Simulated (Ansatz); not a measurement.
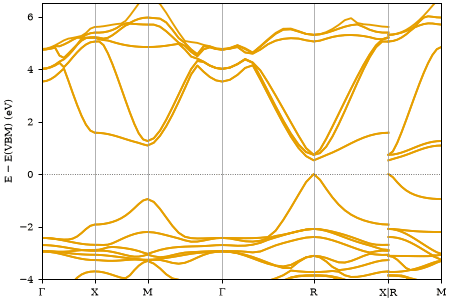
Figure: Band structure from r²SCAN with spin–orbit coupling in the plane-wave PAW code Ansatz

Q: Read off the gap and where the band edges lie.

A: About 0.5 eV (0.52 eV by a search for the band edges); maximum at R, minimum at R.

The material is CsGeBr3 (cubic perovskite, Pm-3m).

The workflow started from a Materials Project entry (that database holds measured and hypothetical structures alike); the Crystallography Open Database copy checked does not list it. Whether it is the stable phase at ambient conditions was not checked. The r²SCAN relaxation kept the symmetry of its start; its stability against distortions is not shown here.

Potentials: the later of the program's two PAW sets.
